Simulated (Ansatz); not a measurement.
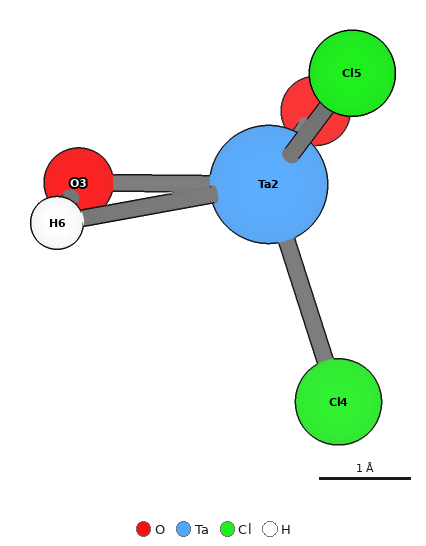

The input geometry (ball-and-stick view, seen at a tilt; atoms are numbered from 1 in the order of the input). Sticks mark near contacts.

Geometry relaxation of TaHCl$_{2}$O$_{2}$

The run: geometry relaxation of TaHCl$_{2}$O$_{2}$. Method and program: RKS PBE-D4/def2-SVP (Ansatz 0.2.0).

The geometry: force-field start. Figures and captions count atoms from 1; the log counts them from 0 in places.

## The program's output
```
Functional definition: PBE
  name "PBE"
  cite "Perdew, Burke & Ernzerhof, Phys. Rev. Lett. 77, 3865 (1996) doi:10.1103/PhysRevLett.77.3865"
  parent pbe
  parameter kappa = 0.804
  parameter beta = 0.06672455060314922
  exchange = pbe_x(kappa = kappa, mu = beta*pi^2/3)
  correlation = pbe_c(beta = beta)
1038 factors; their error is unknown
mean field evaluation 1: about -30669.7046 eV, gradient 9.5e1 eV
mean field evaluation 2: about -30251.2494 eV, gradient 3.2e2 eV
mean field evaluation 4: about -30686.5734 eV, gradient 3.0e1 eV
mean field evaluation 8: about -30688.5088 eV, gradient 2.4e0 eV
mean field evaluation 16: about -30688.4670 eV, gradient 1.0e-3 eV
mean field -30688.46698409 eV, -1127.7803602752 hartree, gradient 3.9e-5 eV, S^2 0.000000; 0 other end points of the search recorded, 0 dependent functions left out
the calculation of the forces begins
reference -30688.46704446 eV, -1127.7803624940 hartree; 32, 32 occupied and 69, 69 virtual orbitals, 1038 factors
relax step   1: F+E_penalty+E_count = -30688.62889815 eV  Δ(F+E_penalty+E_count) = +0.000e0 eV  max|allowed force component| = 5.262e0 eV/Å  Δτ_max = 0.0000 Å  (31 SCF iters, accepted)
these checks for a lower state are left out or cut short: starts, cluster_reference, orbital_swaps, neighbouring_geometries, increment
1038 factors; their error is unknown
mean field -30689.97087595 eV, -1127.8356272819 hartree, gradient 7.5e-6 eV, S^2 0.000000; 0 other end points of the search recorded, 0 dependent functions left out
the calculation of the forces begins
reference -30689.97093574 eV, -1127.8356294790 hartree; 32, 32 occupied and 69, 69 virtual orbitals, 1038 factors
relax step   2: F+E_penalty+E_count = -30690.15231229 eV  Δ(F+E_penalty+E_count) = -1.523e0 eV  max|allowed force component| = 1.211e0 eV/Å  Δτ_max = 0.1950 Å  (37 SCF iters, accepted)
these checks for a lower state are left out or cut short: starts, cluster_reference, orbital_swaps, neighbouring_geometries, increment
1038 factors; their error is unknown
mean field evaluation 32: about -30690.0149 eV, gradient 1.6e-1 eV
mean field -30690.01488219 eV, -1127.8372444811 hartree, gradient 1.1e-5 eV, S^2 0.000000; 0 other end points of the search recorded, 0 dependent functions left out
the calculation of the forces begins
reference -30690.01494185 eV, -1127.8372466739 hartree; 32, 32 occupied and 69, 69 virtual orbitals, 1038 factors
relax step   3: F+E_penalty+E_count = -30690.19529045 eV  Δ(F+E_penalty+E_count) = -4.298e-2 eV  max|allowed force component| = 4.510e-1 eV/Å  Δτ_max = 0.0586 Å  (38 SCF iters, accepted)
these checks for a lower state are left out or cut short: starts, cluster_reference, orbital_swaps, neighbouring_geometries, increment
1038 factors; their error is unknown
mean field -30690.02251616 eV, -1127.8375250245 hartree, gradient 7.7e-6 eV, S^2 0.000000; 0 other end points of the search recorded, 0 dependent functions left out
the calculation of the forces begins
reference -30690.02257566 eV, -1127.8375272111 hartree; 32, 32 occupied and 69, 69 virtual orbitals, 1038 factors
relax step   4: F+E_penalty+E_count = -30690.20254935 eV  Δ(F+E_penalty+E_count) = -7.259e-3 eV  max|allowed force component| = 1.755e-1 eV/Å  Δτ_max = 0.0525 Å  (38 SCF iters, accepted)
these checks for a lower state are left out or cut short: starts, cluster_reference, orbital_swaps, neighbouring_geometries, increment
1038 factors; their error is unknown
mean field -30690.03084492 eV, -1127.8378311006 hartree, gradient 2.3e-5 eV, S^2 0.000000; 0 other end points of the search recorded, 0 dependent functions left out
the calculation of the forces begins
reference -30690.03090438 eV, -1127.8378332857 hartree; 32, 32 occupied and 69, 69 virtual orbitals, 1038 factors
relax step   5: F+E_penalty+E_count = -30690.21118448 eV  Δ(F+E_penalty+E_count) = -8.635e-3 eV  max|allowed force component| = 8.729e-2 eV/Å  Δτ_max = 0.0347 Å  (31 SCF iters, accepted)
these checks for a lower state are left out or cut short: starts, cluster_reference, orbital_swaps, neighbouring_geometries, increment
1038 factors; their error is unknown
mean field -30690.03266004 eV, -1127.8378978050 hartree, gradient 1.6e-5 eV, S^2 0.000000; 0 other end points of the search recorded, 0 dependent functions left out
the calculation of the forces begins
reference -30690.03271944 eV, -1127.8378999881 hartree; 32, 32 occupied and 69, 69 virtual orbitals, 1038 factors
relax step   6: F+E_penalty+E_count = -30690.21299045 eV  Δ(F+E_penalty+E_count) = -1.806e-3 eV  max|allowed force component| = 7.576e-2 eV/Å  Δτ_max = 0.0317 Å  (32 SCF iters, accepted)
these checks for a lower state are left out or cut short: starts, cluster_reference, orbital_swaps, neighbouring_geometries, increment
1038 factors; their error is unknown
mean field evaluation 64: about -30690.0288 eV, gradient 1.5e-5 eV
mean field -30690.02881195 eV, -1127.8377563903 hartree, gradient 1.5e-5 eV, S^2 0.000000; 0 other end points of the search recorded, 0 dependent functions left out
the calculation of the forces begins
reference -30690.02887130 eV, -1127.8377585717 hartree; 32, 32 occupied and 69, 69 virtual orbitals, 1038 factors
relax step   7: F+E_penalty+E_count = -30690.20893711 eV  Δ(F+E_penalty+E_count) = +4.053e-3 eV  max|allowed force component| = 6.419e-1 eV/Å  Δτ_max = 0.0096 Å  (31 SCF iters, rejected (line search))
these checks for a lower state are left out or cut short: starts, cluster_reference, orbital_swaps, neighbouring_geometries, increment
1038 factors; their error is unknown
mean field -30690.03290104 eV, -1127.8379066617 hartree, gradient 8.7e-6 eV, S^2 0.000000; 0 other end points of the search recorded, 0 dependent functions left out
the calculation of the forces begins
reference -30690.03296043 eV, -1127.8379088442 hartree; 32, 32 occupied and 69, 69 virtual orbitals, 1038 factors
relax step   8: F+E_penalty+E_count = -30690.21317540 eV  Δ(F+E_penalty+E_count) = -1.849e-4 eV  max|allowed force component| = 9.750e-3 eV/Å  Δτ_max = 0.0047 Å  (32 SCF iters, accepted)
```

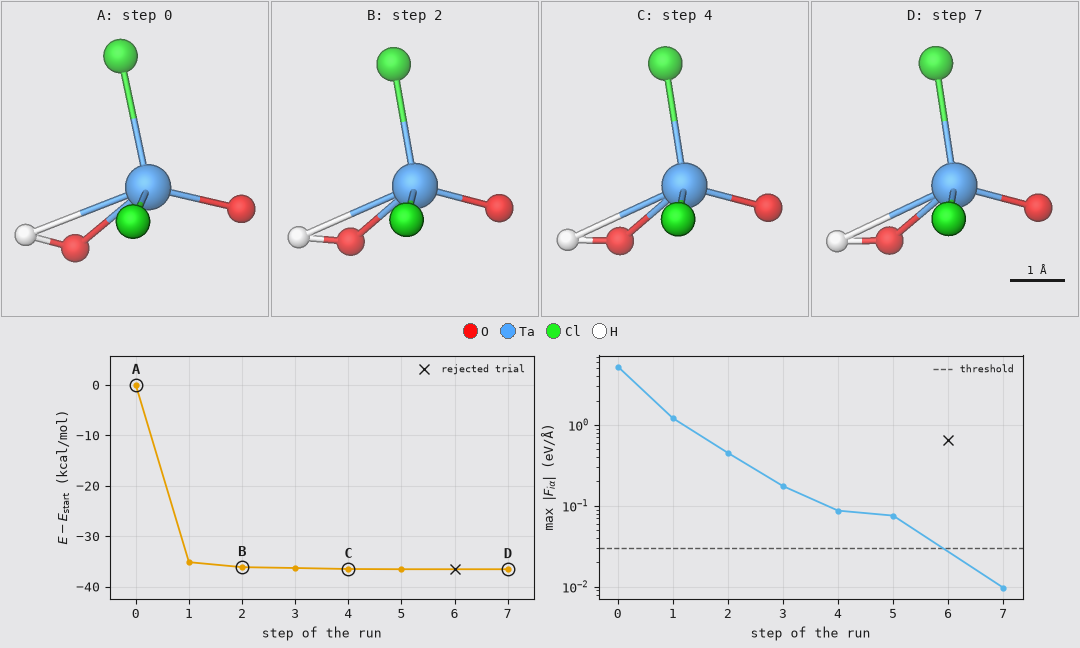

Frames of the relaxation (ball-and-stick view, seen at a tilt) above the curves, on which the letters mark them (the first geometry is step 0 here and step 1 in the log).

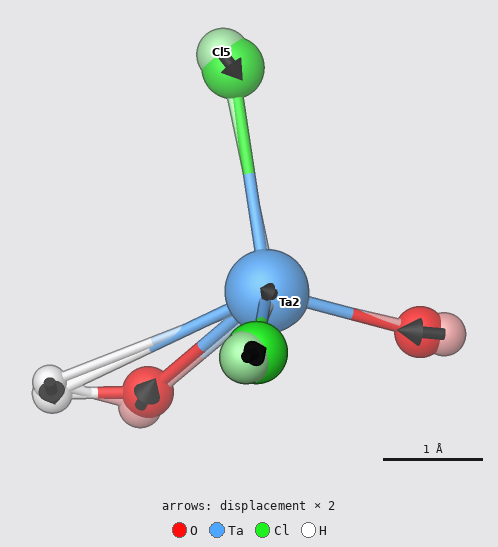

Start (faint) and end (solid) with the displacements as black arrows, magnified 2 times (ball-and-stick view, seen at a tilt). The two geometries are laid on each other by the best rigid fit. Over 7 geometry steps the energy falls by 36.5 kcal/mol. Largest force component: 5.3 eV/Å at the start, 0.0097 eV/Å at the end. The line search rejected the trial step at point 6 (counted from 0) and went back. The atom that moves furthest after the best rigid fit is O1 (0.25 Å). Largest moves by element: O 0.25 Å, H 0.19 Å, Cl 0.18 Å, Ta 0.10 Å. Distances before and after: Ta2–Cl4 2.529 → 2.319 Å, Ta2–O3 2.103 → 1.906 Å, Ta2–Cl5 2.505 → 2.319 Å, O1–Ta2 1.885 → 1.728 Å. Among the angles that change: Ta2–O3–H6 105.0° → 126.5°, Ta2–H6–O3 52.4° → 36.0°, O1–Ta2–H6 130.0° → 121.6°. (Atoms are counted from 1 in the order of the input.)

```
1038 factors; their error is unknown
mean field -30690.03290104 eV, -1127.8379066617 hartree, gradient 8.6e-6 eV, S^2 0.000000; 1 other end points of the search recorded, 0 dependent functions left out
the calculation of the forces begins
reference -30690.03296043 eV, -1127.8379088442 hartree; 32, 32 occupied and 69, 69 virtual orbitals, 1038 factors
Total energy: -30690.21323479 eV, -1127.8445338049 hartree
Atom 0 at    -1.869010    -0.688287     0.320000 Å, force     0.001891     0.000761    -0.000508 eV/Å
Atom 1 at    -0.384185     0.060164    -0.150008 Å, force    -0.003982     0.001712    -0.000138 eV/Å
Atom 2 at     0.930589    -0.791327     0.936203 Å, force     0.003359     0.004148    -0.003730 eV/Å
Atom 3 at    -0.013843    -0.361715    -2.399859 Å, force    -0.002950    -0.001653    -0.005900 eV/Å
Atom 4 at    -0.511194     2.328866     0.312776 Å, force    -0.004453     0.004028     0.000527 eV/Å
Atom 5 at     1.889644    -0.611701     0.934689 Å, force     0.006134    -0.008995     0.009750 eV/Å
Dipole moment:     0.706773     0.117914     0.012785 e Å
```

## Trajectory as extended XYZ (Å, eV, eV/Å), 8 frames, from step=1 to step=8
```
6
Properties=species:S:1:pos:R:3:forces:R:3 step=1 energy=-30688.62890
O    -2.1077   -0.7595    0.3594    5.2622   2.3930  -1.3862
Ta   -0.4485    0.0105   -0.0958   -2.1474  -1.9113   1.2136
O     1.0246   -0.9275    1.0761   -1.2716   2.3164  -2.4404
Cl    0.1093   -0.3796   -2.5316   -0.6085   0.3658   2.4839
Cl   -0.4384    2.4770    0.3437   -0.0447  -2.4138  -0.3866
H     1.9027   -0.4849    0.8020   -1.1900  -0.7501   0.5157
6
Properties=species:S:1:pos:R:3:forces:R:3 step=2 energy=-30690.15231
O    -1.9370   -0.6879    0.3197    0.1546   0.0032   0.0015
Ta   -0.4183    0.0230   -0.1146    0.1182  -0.2078   0.1153
O     0.9186   -0.8358    0.9717    1.0412   0.6335  -0.4135
Cl    0.0623   -0.3533   -2.3442   -0.0458  -0.0657  -0.1231
Cl   -0.4421    2.2879    0.3146   -0.0572   0.2038   0.0788
H     1.8586   -0.4979    0.8066   -1.2110  -0.5670   0.3410
6
Properties=species:S:1:pos:R:3:forces:R:3 step=3 energy=-30690.19529
O    -1.8871   -0.6989    0.3172    0.0502   0.0640  -0.0082
Ta   -0.3942    0.0479   -0.1339   -0.0338  -0.1369   0.0472
O     0.9104   -0.8195    0.9691    0.4510   0.2802  -0.2230
Cl    0.0265   -0.3713   -2.3749   -0.0086  -0.0104  -0.0121
Cl   -0.4660    2.3175    0.3292   -0.0357   0.0349   0.0212
H     1.8523   -0.5397    0.8472   -0.4232  -0.2318   0.1749
6
Properties=species:S:1:pos:R:3:forces:R:3 step=4 energy=-30690.20255
O    -1.8754   -0.6595    0.3356    0.0217  -0.1010  -0.0863
Ta   -0.3777    0.0459   -0.1564   -0.1031   0.1755   0.1735
O     0.9222   -0.8215    0.9445   -0.0188   0.1015  -0.0678
Cl    0.0162   -0.3808   -2.4028   -0.0308  -0.0144  -0.0190
Cl   -0.5059    2.3126    0.3387    0.0626  -0.0839  -0.0546
H     1.8626   -0.5607    0.8941    0.0685  -0.0776   0.0542
6
Properties=species:S:1:pos:R:3:forces:R:3 step=5 energy=-30690.21118
O    -1.8691   -0.6885    0.3218   -0.0845  -0.0354   0.0147
Ta   -0.3845    0.0564   -0.1470    0.0334   0.0375  -0.0357
O     0.9224   -0.8028    0.9449    0.0873   0.0389  -0.0202
Cl   -0.0026   -0.3658   -2.3955   -0.0056  -0.0049  -0.0025
Cl   -0.4998    2.3250    0.3190   -0.0051   0.0106   0.0046
H     1.8757   -0.5884    0.9105   -0.0255  -0.0466   0.0392
6
Properties=species:S:1:pos:R:3:forces:R:3 step=6 energy=-30690.21299
O    -1.8695   -0.6885    0.3201    0.0314   0.0137  -0.0079
Ta   -0.3833    0.0593   -0.1491   -0.0758   0.0068  -0.0175
O     0.9295   -0.7922    0.9370    0.0178  -0.0151   0.0178
Cl   -0.0126   -0.3616   -2.3987   -0.0002  -0.0038  -0.0104
Cl   -0.5096    2.3279    0.3130   -0.0031   0.0085   0.0029
H     1.8875   -0.6089    0.9316    0.0299  -0.0101   0.0152
6
Properties=species:S:1:pos:R:3:forces:R:3 step=7 energy=-30690.20894 accepted=F
O    -1.8658   -0.6878    0.3201   -0.3466  -0.1552   0.0902
Ta   -0.3917    0.0619   -0.1531    0.6419  -0.0065   0.1263
O     0.9337   -0.7949    0.9404   -0.2674   0.1437  -0.1918
Cl   -0.0144   -0.3604   -2.4012   -0.0188  -0.0038  -0.0172
Cl   -0.5118    2.3301    0.3114   -0.0221   0.0124  -0.0002
H     1.8920   -0.6128    0.9363    0.0129   0.0095  -0.0073
6
Properties=species:S:1:pos:R:3:forces:R:3 step=8 energy=-30690.21318
O    -1.8690   -0.6883    0.3200    0.0019   0.0008  -0.0005
Ta   -0.3842    0.0602   -0.1500   -0.0040   0.0017  -0.0001
O     0.9306   -0.7913    0.9362    0.0034   0.0041  -0.0037
Cl   -0.0138   -0.3617   -2.3999   -0.0029  -0.0017  -0.0059
Cl   -0.5112    2.3289    0.3128   -0.0045   0.0040   0.0005
H     1.8896   -0.6117    0.9347    0.0061  -0.0090   0.0097
```

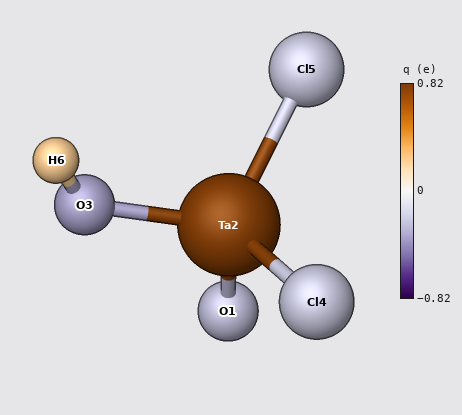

Mulliken charges, as the colour of each atom (ball-and-stick view, seen at a tilt; atoms are numbered from 1 in the order of the input). By element: O −0.35 to −0.25, Ta +0.78, Cl −0.21 and H +0.23 e.

The run was set up as follows.

## Input file
```yaml
crystal:
  periodic: [false, false, false]
  atoms:
    - {symbol: O, position_ang: [-2.107700, -0.759500, 0.359400]}
    - {symbol: Ta, position_ang: [-0.448500, 0.010500, -0.095800]}
    - {symbol: O, position_ang: [1.024600, -0.927500, 1.076100]}
    - {symbol: Cl, position_ang: [0.109300, -0.379600, -2.531600]}
    - {symbol: Cl, position_ang: [-0.438400, 2.477000, 0.343700]}
    - {symbol: H, position_ang: [1.902700, -0.484900, 0.802000]}
basis:
  gaussian: {orbitals: def2-SVP}
hamiltonian: {xc: pbe, dispersion: d4}
relax: {f_tol: 0.03, max_steps: 200}
```

Launch command:
```bash
ansatz run in.yaml --threads 4 --pin off --events-out ev --progress --plain --max-ram 10444MiB
```

## Results in brief

```csv
quantity,value
outcome,converged
total energy,−30690.2132 eV
mean-field energy,−30690.0330 eV
dispersion energy,−0.1803 eV
SCF solution under orbital rotations,stable
largest force (length of the vector) at the end,0.015 eV/Å
dipole moment,3.44 D
hardware,"4 threads of Arm Neoverse V2, 23 GiB of memory available, shared host"
wall time,10 s (CPU time 35 s)
peak memory,0.15 GiB
```
